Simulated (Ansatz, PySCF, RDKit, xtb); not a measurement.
**CH2BCl: from the formula to a structure**

Only the formula CH2BCl is given. Aim: find the structure of lowest free energy at 298.15 K, then its properties.

The funnel: GFN2-xTB relaxations, single points with a density functional, relaxations at PBE0-D3(BJ)/pcseg-1, harmonic vibrations, and a last energy at a higher level. All values are calculated.

7 further runs of the same task are left out: 7 set aside as unsound or not needed.

**1. Candidates**

All bonding patterns within simple valence rules are listed by program: one Lewis structure each, at most two rings and one unusual centre or charged pair. O–O, O–halogen and N–halogen bonds and N–N–N chains are not drawn. That gives 6 candidates.

```
label         SMILES     spin
 c191  [CH+]=[BH-]Cl  singlet
 c493  [BH2-]=[C+]Cl  singlet
 c582          C=BCl  singlet
 c647         [B]CCl  triplet
 c663         [B]CCl  singlet
 c725          B=CCl  singlet
```

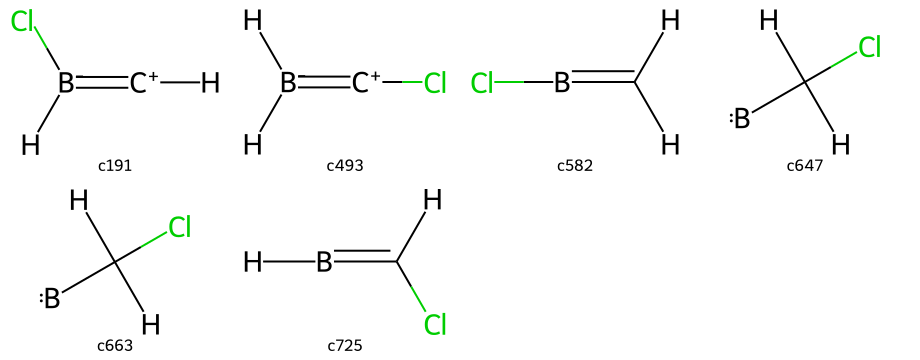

Structural formulas of the candidates.

Candidates are built by distance geometry, with a force field where one applies, in up to four conformers (letters a to d). 10 starts with atoms placed at random are added, to find patterns that the rules miss.

**2. First filter: tight binding**

All 17 starts are relaxed the same way. One of them, c725a (enumerated, embedded by distance geometry and UFF), in full:

Input file start.xyz:

```xyz
5
c725a
C      1.745605     1.563796    -0.006990
B      1.165026     1.125894     1.041877
Cl     2.821538     0.322076    -0.683087
H      0.581692     1.053156     1.776338
H      1.691255     2.535167    -0.435560
```

Started as:

```
$ xtb start.xyz --gfn 2 --opt
```

What it wrote, cut to the lines that bear on the results:

```text
* xtb version 6.7.1
[...]
          :  # basis functions                  20          :
[...]
          :  # electrons                        16          :
[...]
          :  Hamiltonian                  GFN2-xTB          :
[...]
          :  net charge                          0          :
          :  unpaired electrons                  0          :
[...]
   *** convergence criteria satisfied after 14 iterations ***
[...]
   *** GEOMETRY OPTIMIZATION CONVERGED AFTER 13 ITERATIONS ***
[...]
   *** convergence criteria satisfied after 3 iterations ***
[...]
         ::                     SUMMARY                     ::
         :::::::::::::::::::::::::::::::::::::::::::::::::::::
         :: total energy              -8.865049812054 Eh    ::
         :: gradient norm              0.000154147136 Eh/a0 ::
         :: HOMO-LUMO gap              2.410256344568 eV    ::
         ::.................................................::
         :: SCC energy                -8.946798258047 Eh    ::
         :: -> isotropic ES            0.019354287982 Eh    ::
         :: -> anisotropic ES          0.000408150023 Eh    ::
         :: -> anisotropic XC          0.000483057133 Eh    ::
         :: -> dispersion             -0.002056650349 Eh    ::
         :: repulsion energy           0.081748445993 Eh    ::
         :: add. restraining           0.000000000000 Eh    ::
         :: total charge              -0.000000000000 e     ::
         :::::::::::::::::::::::::::::::::::::::::::::::::::::
[...]
         8        2.0000           -0.3720301             -10.1235 (HOMO)
         9                         -0.2834548              -7.7132 (LUMO)
[...]
     #   Z          covCN         q      C6AA      α(0)
     1   6          2.722    -0.080    29.986     8.964
     2   5          1.867     0.220    37.269    12.856
     3  17          0.904    -0.186   104.977    15.675
     4   1          0.946    -0.034     3.717     3.014
     5   1          0.925     0.080     1.976     2.198
[...]
     #   Z sym  total        # sym  WBO       # sym  WBO       # sym  WBO
 ---------------------------------------------------------------------------
     1   6      3.854 --     2      1.985     3      0.936     5      0.928
     2   5      3.150 --     1      1.985     4      0.988     3      0.120
     3  17      1.066 --     1      0.936     2      0.120
     4   1      0.999 --     2      0.988
     5   1      0.994 --     1      0.928
 ---------------------------------------------------------------------------
[...]
molecular dipole:
                 x           y           z       tot (Debye)
 q only:       -0.617       0.436       0.554
   full:       -0.515       0.326       0.483       1.976
molecular quadrupole (traceless):
[...]
          | TOTAL ENERGY               -8.865049812054 Eh   |
          | GRADIENT NORM               0.000154147136 Eh/α |
          | HOMO-LUMO GAP               2.410256344568 eV   |
           -------------------------------------------------
[...]
```

Wall time 0.033 s (1 thread of Arm Neoverse V2, shared host).

**3. Distinct minima at GFN2-xTB**

17 of the 17 relaxations converged; 10 ended on a minimum already found. 7 distinct structures remain:

```
label             start      SMILES after     spin  energy (kcal/mol)           note
c191a  drawn and random             C=BCl  singlet                0.0  bonds changed
 c812  random and drawn             B=CCl  singlet               27.9               
c493a             drawn     [BH2-]=[C+]Cl  singlet               42.1               
c663a  drawn and random  [B]1[CH2][Cl]1 ‡  singlet               70.7  bonds changed
 c507            random  [BH2]1[C][Cl]1 ‡  singlet               70.9               
 c034            random    [CH][B][ClH] ‡  singlet               82.7               
c647a             drawn   [B][CH2].[Cl] ‡  triplet              113.5  loosely bound
```

‡ marks the bonded skeleton alone, with all bonds drawn single: no Lewis structure was assigned that passes a check against the bond lengths.

GFN2-xTB has no spin polarisation, so it can't rank spin states and is rough for open shells.

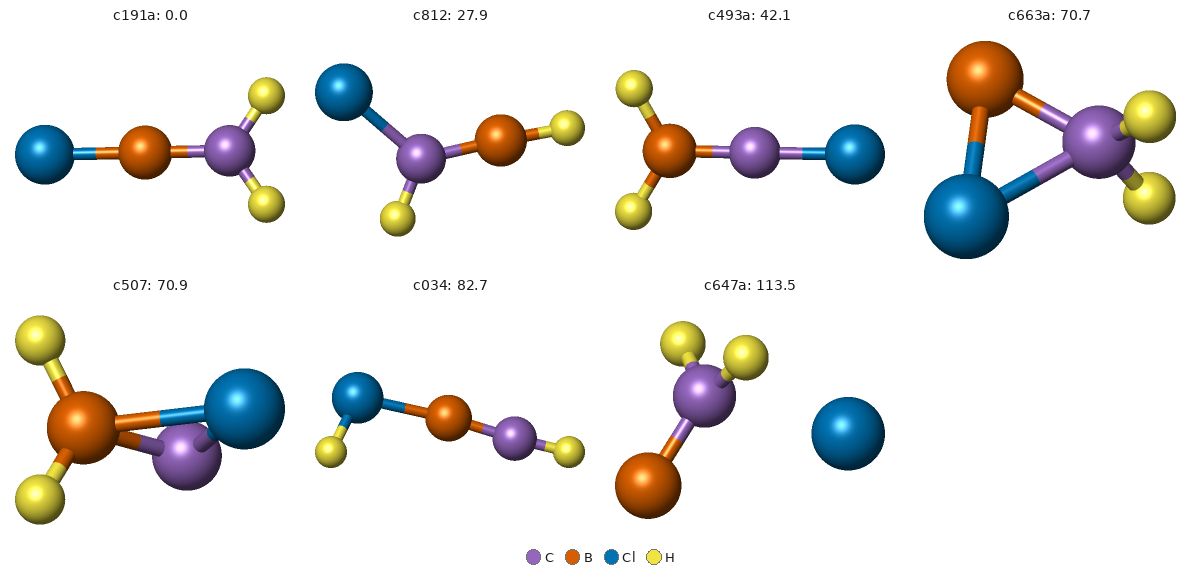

The 7 lowest minima that did not fall apart, with their GFN2-xTB energies in kcal/mol.

**4. Second filter: single points**

A choice of the minima (the low ones first, few conformers of a pattern, up to a cap) and the lowest that fell apart get a single point at r2SCAN-D4/def2-SVP on the tight-binding geometry, and one at HF/STO-3G for comparison. The lowest singlets are also tried as triplets at the same geometry (label ending in t). The first, c191a:

Input file input.yaml:

```yaml
crystal:
  periodic: [false, false, false]
  atoms:
    - {symbol: C, position_ang: [1.343219, 1.839717, 0.570601]}
    - {symbol: B, position_ang: [1.880778, 0.673796, 0.054752]}
    - {symbol: Cl, position_ang: [2.518783, -0.709291, -0.557521]}
    - {symbol: H, position_ang: [0.896472, 1.916902, 1.547063]}
    - {symbol: H, position_ang: [1.321510, 2.778285, 0.043961]}
basis:
  gaussian: {orbitals: def2-SVP}
hamiltonian: {xc: r2scan, dispersion: d4}
scf: {lower_state_search: off}
```

Started as:

```
$ ansatz run input.yaml --threads 1 --pin off --max-ram 2610MiB --events-out events.jsonl --progress --plain --runs-dir runs
```

What it wrote:

```text
Warning: RAYON_NUM_THREADS=1 ignored (pool sized by the plan → 1); use --threads N
Functional definition: r2SCAN
  name "r2SCAN"
  parameter k0 = 0.174
  parameter k1 = 0.065
  parameter a1 = 4.9479
  exchange = r2scan_x(k0 = k0, k1 = k1, a1 = a1)
  correlation = r2scan_c
these checks for a lower state are left out or cut short: stability, starts, cluster_reference, orbital_swaps, neighbouring_geometries, increment
623 factors; their error is unknown
mean field evaluation 1: about -14251.5203 eV, gradient 5.8e1 eV
mean field evaluation 2: about -14229.5882 eV, gradient 9.3e1 eV
mean field evaluation 4: about -14260.2793 eV, gradient 1.0e1 eV
mean field evaluation 8: about -14260.5827 eV, gradient 1.2e-1 eV
mean field -14260.58275547 eV, -524.0667500934 hartree, gradient 8.4e-6 eV, S^2 0.000000; 0 other end points of the search recorded, 0 dependent functions left out
reference -14260.58276238 eV, -524.0667503471 hartree; 15, 15 occupied and 41, 41 virtual orbitals, 623 factors
Total energy: -14260.60064658 eV, -524.0674075795 hartree
Checks for a lower state left out: stability, starts, cluster_reference, orbital_swaps, neighbouring_geometries, increment
```

Wall time 0.84 s (1 thread of Arm Neoverse V2, shared host).

Relative energies in kcal/mol, each column from its lowest structure that stays in one piece:

```
 label            SMILES     spin  GFN2-xTB  HF/STO-3G  r2SCAN-D4/def2-SVP
 c191a             C=BCl  singlet       0.0        0.0                 0.0
  c812             B=CCl  singlet      27.9       30.2                43.3
 c493a     [BH2-]=[C+]Cl  singlet      42.1       57.1                63.0
c191at             C=BCl  triplet         –          –                63.8
 c812t             B=CCl  triplet         –          –                79.1
c493at     [BH2-]=[C+]Cl  triplet         –          –                81.1
 c663a  [B]1[CH2][Cl]1 ‡  singlet      70.7       93.5                82.6
```

‡ marks the bonded skeleton alone, with all bonds drawn single: no Lewis structure was assigned that passes a check against the bond lengths.

**5. Refinement at PBE0-D3(BJ)/pcseg-1**

3 candidates are relaxed at PBE0-D3(BJ)/pcseg-1 (chosen among the lowest in one piece). The first, c191a:

Changes to input.yaml since step 4:

```diff
@@ -9,4 +9,10 @@
 basis:
-  gaussian: {orbitals: def2-SVP}
-hamiltonian: {xc: r2scan, dispersion: d4}
-scf: {lower_state_search: off}
+  gaussian:
+    orbitals: pcseg-1.json
+hamiltonian:
+  xc: pbe0
+  dispersion: d3bj
+relax:
+  f_tol: 0.003
+scf:
+  lower_state_search: "off"
```

The basis set pcseg-1 is read from a file made from the Basis Set Exchange's data (not shown).

Started as:

```
$ ansatz run input.yaml --threads 1 --pin off --max-ram 2610MiB --events-out events.jsonl --progress --plain --runs-dir runs
```

What it wrote, cut to the lines that bear on the results:

```text
Warning: RAYON_NUM_THREADS=1 ignored (pool sized by the plan → 1); use --threads N
[...]
Functional definition: PBE0
  name "PBE0"
[...]
632 factors; integrals over basis functions are off by at most 2.2e-4 eV
[...]
mean field -14260.41379476 eV, -524.0605409019 hartree, gradient 6.7e-7 eV, S^2 0.000000; 0 other end points of the search recorded, 0 dependent functions left out
[...]
reference -14260.41381708 eV, -524.0605417219 hartree; 15, 15 occupied and 41, 41 virtual orbitals, 632 factors
relax step   1: F+E_penalty+E_count = -14260.48500206 eV  Δ(F+E_penalty+E_count) = +0.000e0 eV  max|allowed force component| = 1.514e0 eV/Å  Δτ_max = 0.0000 Å  (13 SCF iters, accepted)
[...]
relax step   6: F+E_penalty+E_count = -14260.53864749 eV  Δ(F+E_penalty+E_count) = -1.299e-3 eV  max|allowed force component| = 4.189e-3 eV/Å  Δτ_max = 0.0055 Å  (13 SCF iters, accepted)
[...]
relax step   7: F+E_penalty+E_count = -14260.53865226 eV  Δ(F+E_penalty+E_count) = -4.771e-6 eV  max|allowed force component| = 1.132e-3 eV/Å  Δτ_max = 0.0007 Å  (11 SCF iters, accepted)
Total energy: -14260.53867461 eV, -524.0651301516 hartree
Atom 0 at     1.336006     1.855256     0.577588 Å, force     0.000476    -0.000965    -0.000500 eV/Å
Atom 1 at     1.872357     0.692326     0.062873 Å, force     0.000044    -0.000106    -0.000020 eV/Å
Atom 2 at     2.528718    -0.730792    -0.567014 Å, force    -0.000526     0.001132     0.000501 eV/Å
Atom 3 at     0.891232     1.894523     1.572321 Å, force    -0.000227    -0.000505     0.000826 eV/Å
Atom 4 at     1.332448     2.788096     0.013087 Å, force     0.000232     0.000444    -0.000807 eV/Å
Dipole moment:     0.037722    -0.081787    -0.036202 e Å
Checks for a lower state left out: stability, starts, cluster_reference, orbital_swaps, neighbouring_geometries, increment
```

Wall time 6.6 s (1 thread of Arm Neoverse V2, shared host).

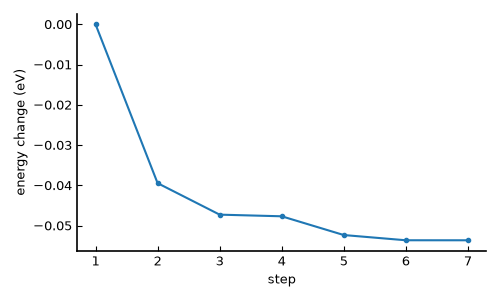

Energy along the run, all evaluated steps.

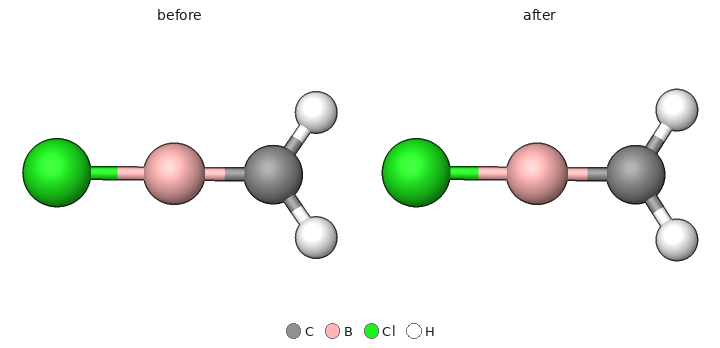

Before and after, at one scale.

After the run. Bond lengths: C1–B2 1.380 Å, B2–Cl3 1.689 Å, C1–H4 1.090 Å, C1–H5 1.090 Å. Angles: C1–B2–Cl3 180.0°, B2–C1–H4 121.9°, B2–C1–H5 121.9°, H4–C1–H5 116.1°.

**6. Ranking at PBE0-D3(BJ)/pcseg-1**

```
label     spin  r2SCAN-D4/def2-SVP (kcal/mol)  PBE0-D3(BJ)/pcseg-1, relaxed (kcal/mol)   time
c191a  singlet                            0.0                                      0.0  6.6 s
 c812  singlet                           43.3                                     39.9  7.5 s
c493a  singlet                           63.0                                     62.6  5.7 s
```

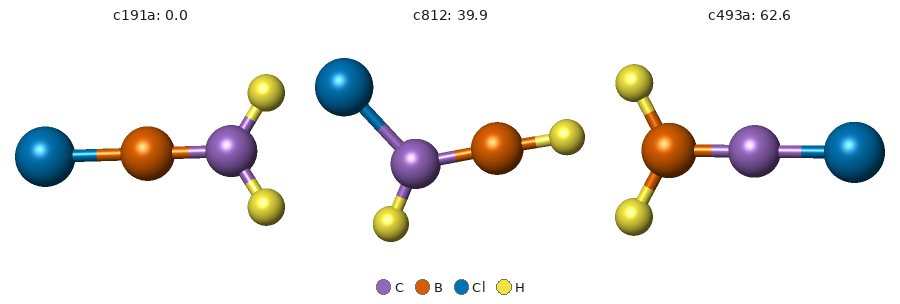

The relaxed structures, with energies at PBE0-D3(BJ)/pcseg-1 in kcal/mol.

**7. Are they minima? Harmonic frequencies**

The lowest few in one piece go on as finalists. Harmonic vibrations at PBE0-D3(BJ)/pcseg-1 test each finalist and give the zero-point energy and the thermal terms. The first, c191a:

Input file input.yaml:

```yaml
crystal:
  periodic: [false, false, false]
  atoms:
    - {symbol: C, position_ang: [1.336006, 1.855256, 0.577588]}
    - {symbol: B, position_ang: [1.872357, 0.692326, 0.062873]}
    - {symbol: Cl, position_ang: [2.528718, -0.730792, -0.567014]}
    - {symbol: H, position_ang: [0.891232, 1.894523, 1.572321]}
    - {symbol: H, position_ang: [1.332448, 2.788096, 0.013087]}
basis:
  gaussian:
    orbitals: pcseg-1.json
scf:
  lower_state_search: off
hamiltonian:
  xc: {name: PBE0}
  dispersion: d3bj
phonons: {}
```

The basis set pcseg-1 is read from a file made from the Basis Set Exchange's data (not shown).

Started as:

```
$ ansatz run input.yaml --threads 1 --pin off --max-ram 2610MiB --events-out events.jsonl --progress --plain --runs-dir runs
```

What it wrote, cut to the lines that bear on the results:

```text
Warning: RAYON_NUM_THREADS=1 ignored (pool sized by the plan → 1); use --threads N
[... 2 set-up lines as earlier in the session ...]
[...]
630 factors; integrals over basis functions are off by at most 3.3e-4 eV
[...]
mean field -14260.46780660 eV, -524.0625258002 hartree, gradient 6.2e-7 eV, S^2 0.000000; 0 other end points of the search recorded, 0 dependent functions left out
[...]
reference -14260.46782894 eV, -524.0625266214 hartree; 15, 15 occupied and 41, 41 virtual orbitals, 630 factors
[...]
630 factors; integrals over basis functions are off by at most 3.4e-4 eV
mean field -14260.46762133 eV, -524.0625189916 hartree, gradient 1.4e-6 eV, S^2 0.000000; 0 other end points of the search recorded, 0 dependent functions left out
[...]
reference -14260.46764367 eV, -524.0625198127 hartree; 15, 15 occupied and 41, 41 virtual orbitals, 630 factors
[...]
630 factors; integrals over basis functions are off by at most 3.3e-4 eV
[...]
reference -14260.46778980 eV, -524.0625251831 hartree; 15, 15 occupied and 41, 41 virtual orbitals, 630 factors
Total energy: -14260.53867460 eV, -524.0651301513 hartree
Atom 0 at     1.336006     1.855256     0.577588 Å, force     0.000481    -0.000970    -0.000506 eV/Å
Atom 1 at     1.872357     0.692326     0.062873 Å, force     0.000025    -0.000075    -0.000012 eV/Å
Atom 2 at     2.528718    -0.730792    -0.567014 Å, force    -0.000515     0.001114     0.000495 eV/Å
Atom 3 at     0.891232     1.894523     1.572321 Å, force    -0.000226    -0.000505     0.000828 eV/Å
Atom 4 at     1.332448     2.788096     0.013087 Å, force     0.000235     0.000437    -0.000806 eV/Å
Dipole moment:     0.037723    -0.081788    -0.036202 e Å
Vibrations: 268.13 319.48 668.24 679.03 710.10 1301.51 1681.18 3183.44 3267.65 cm⁻¹, zero-point energy 0.748788 eV
Checks for a lower state left out: stability, starts, cluster_reference, orbital_swaps, neighbouring_geometries, increment
```

It took 14 s on 1 thread of Arm Neoverse V2, shared host.

**8. Thermal terms of the finalists**

At 298.15 K and 1 atm, ideal gas, rigid rotor and harmonic oscillator:

```
label         SMILES     spin  point group  lowest mode (cm⁻¹)  zero-point (kcal/mol)  G − E (kcal/mol)
c191a          C=BCl  singlet          C2v                 268                   17.3               1.9
 c812          B=CCl  singlet           Cs                 182                   16.7               0.6
c493a  [BH2-]=[C+]Cl  singlet          C2v                  96                   14.7              -1.3
```

**9. The final energy**

Each finalist gets a single point at CCSD(T)/def2-TZVPP.

c191a, CCSD(T)/def2-TZVPP:

Input file input.yaml:

```yaml
crystal:
  periodic: [false, false, false]
  atoms:
    - symbol: C
      position_ang: [1.336006, 1.855256, 0.577588]
    - symbol: B
      position_ang: [1.872357, 0.692326, 0.062873]
    - symbol: Cl
      position_ang: [2.528718, -0.730792, -0.567014]
    - symbol: H
      position_ang: [0.891232, 1.894523, 1.572321]
    - symbol: H
      position_ang: [1.332448, 2.788096, 0.013087]
basis:
  gaussian: {orbitals: def2-TZVPP}
correlation: {method: ccsd_t, frozen_orbitals: {Cl: 5, H: 0, C: 1, B: 1}}
```

Started as:

```
$ ansatz run input.yaml --threads 1 --pin off --max-ram 2610MiB --events-out events.jsonl --progress --plain --runs-dir runs
```

What it wrote, cut to the lines that bear on the results:

```text
Warning: RAYON_NUM_THREADS=1 ignored (pool sized by the plan → 1); use --threads N
Functional definition: HF
  name "HF"
[...]
786 factors; integrals over basis functions are off by at most 1.1e-3 eV
[...]
mean field -14237.76154909 eV, -523.2280862278 hartree, gradient 6.7e-6 eV, S^2 0.000000; 0 other end points of the search recorded, 0 dependent functions left out
7 core orbitals not correlated: weight in the atoms' cores, before any rotation towards them, 1.000 or more for the frozen orbitals, at most 0.000 for the correlated occupied ones
reference -14237.76154909 eV, -523.2280862278 hartree; 8, 8 occupied and 117, 117 virtual orbitals, 786 factors
second order -12.02752902 eV of doubles, -0.00000000 eV of singles
cycle   1  -12.52824784 eV  change   -5.0e-1 eV  update   7.6e-2
[...]
cycle   9  -12.88401753 eV  change    1.8e-6 eV  update   1.2e-5
perturbative correction -0.59859513 eV, -0.0219979654 hartree
Total energy: -14251.24416176 eV, -523.7235631044 hartree
```

Run time: 5.1 s. Hardware: 1 thread of Arm Neoverse V2, shared host; peak memory 0.49 GiB.

**10. c812 at CCSD(T)/def2-TZVPP**

Input file input.yaml:

```yaml
crystal:
  periodic: [false, false, false]
  atoms:
    - symbol: C
      position_ang: [-1.114914, -0.437444, 0.362186]
    - symbol: B
      position_ang: [0.059820, -0.117793, -0.308961]
    - symbol: Cl
      position_ang: [-2.672557, -0.375128, -0.419501]
    - symbol: H
      position_ang: [1.072098, 0.147969, -0.854032]
    - symbol: H
      position_ang: [-1.147348, -0.744913, 1.407560]
basis:
  gaussian: {orbitals: def2-TZVPP}
correlation: {method: ccsd_t, frozen_orbitals: {Cl: 5, H: 0, C: 1, B: 1}}
```

Started as:

```
$ ansatz run input.yaml --threads 1 --pin off --max-ram 2610MiB --events-out events.jsonl --progress --plain --runs-dir runs
```

What it wrote, cut to the lines that bear on the results:

```text
Warning: RAYON_NUM_THREADS=1 ignored (pool sized by the plan → 1); use --threads N
[... 2 set-up lines as earlier in the session ...]
[...]
786 factors; integrals over basis functions are off by at most 1.1e-3 eV
[...]
mean field -14236.10321032 eV, -523.1671434018 hartree, gradient 3.6e-6 eV, S^2 0.000000; 0 other end points of the search recorded, 0 dependent functions left out
7 core orbitals not correlated: weight in the atoms' cores, before any rotation towards them, 1.000 or more for the frozen orbitals, at most 0.000 for the correlated occupied ones
reference -14236.10321032 eV, -523.1671434018 hartree; 8, 8 occupied and 117, 117 virtual orbitals, 786 factors
second order -11.90129574 eV of doubles, -0.00000000 eV of singles
cycle   1  -12.43026056 eV  change   -5.3e-1 eV  update   7.7e-2
[...]
cycle  10  -12.82899860 eV  change    9.3e-6 eV  update   9.9e-6
perturbative correction -0.58648532 eV, -0.0215529379 hartree
Total energy: -14249.51869423 eV, -523.6601533423 hartree
```

Run time: 12 s. Hardware: 1 thread of Arm Neoverse V2, shared host; peak memory 0.64 GiB.

For c493a the log finds that unrestricted Hartree-Fock orbitals lie lower, a sign to watch the closed-shell reference there.

**11. Putting it together**

Energies in kcal/mol from c191a; G adds the thermal terms to the CCSD(T)/def2-TZVPP energy. The columns left of the relaxed level are at the tight-binding geometries.

```
label         SMILES     spin  GFN2-xTB  HF/STO-3G  r2SCAN-D4/def2-SVP  PBE0-D3(BJ)/pcseg-1  HF/def2-TZVPP  MP2/def2-TZVPP  CCSD(T)/def2-TZVPP     G  share at equilibrium     T1
c191a          C=BCl  singlet       0.0        0.0                 0.0                  0.0            0.0             0.0                 0.0   0.0               100.0 %  0.013
 c812          B=CCl  singlet      27.9       30.2                43.3                 39.9           38.2            41.2                39.8  38.5               < 0.1 %  0.012
c493a  [BH2-]=[C+]Cl  singlet      42.1       57.1                63.0                 62.6           63.0            68.7                63.0  59.8               < 0.1 %  0.026
```

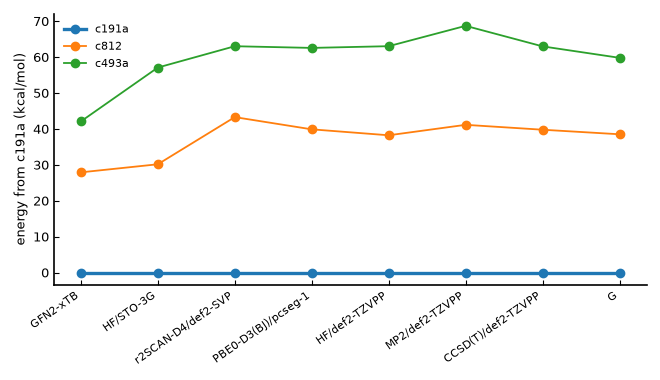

The finalists at each level, measured from c191a.

Lowest found: c191a, `C=BCl`, a singlet of point group C2v. Bond lengths: C1–B2 1.380 Å, B2–Cl3 1.689 Å, C1–H4 1.090 Å, C1–H5 1.090 Å. Angles: C1–B2–Cl3 180.0°, B2–C1–H4 121.9°, B2–C1–H5 121.9°, H4–C1–H5 116.1°.

```xyz
5

C     1.3360    1.8553    0.5776
B     1.8724    0.6923    0.0629
Cl    2.5287   -0.7308   -0.5670
H     0.8912    1.8945    1.5723
H     1.3324    2.7881    0.0131
```

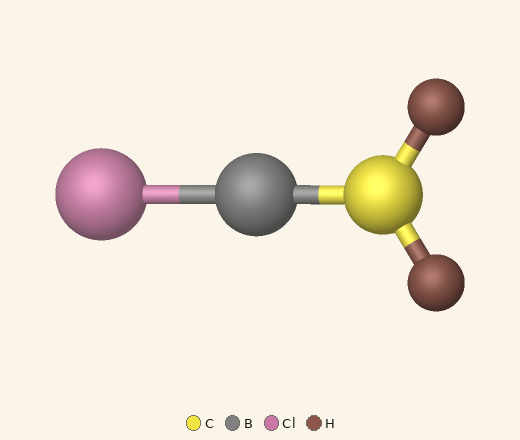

The lowest structure found, seen from a chosen angle (carbon yellow, boron grey, chlorine pink, hydrogen brown).

(Part 1 of 2 ends here.)
